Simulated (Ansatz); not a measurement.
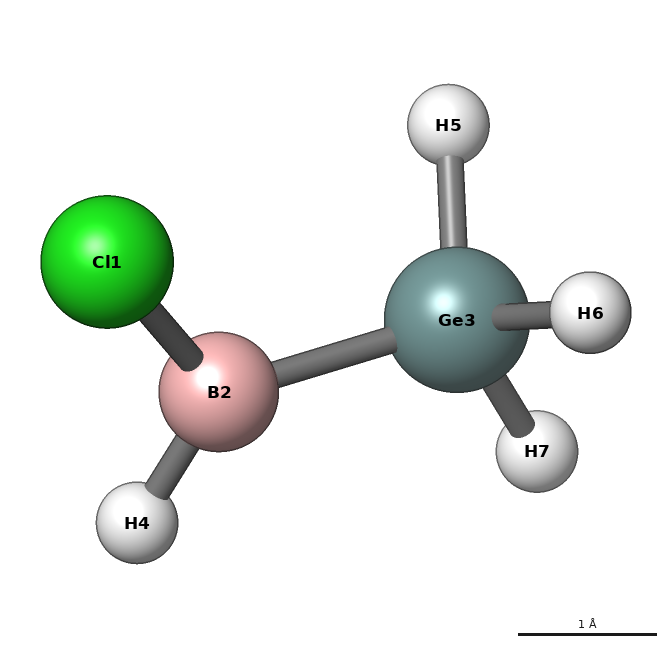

The picture comes from a calculation with Ansatz.

Numbered structure. Geometry: moved along internal coordinates away from the minimum.

Describe the coordination of atom 2.

B2 has 3 neighbours (Cl1 at 1.74, Ge3 at 1.90, H4 at 1.19 Å); the arrangement is trigonal planar.

Describe the coordination of atom 3.

Ge3 has 4 neighbours (B2 at 1.90, H5 at 1.54, H6 at 1.54, H7 at 1.54 Å); the arrangement is tetrahedral.
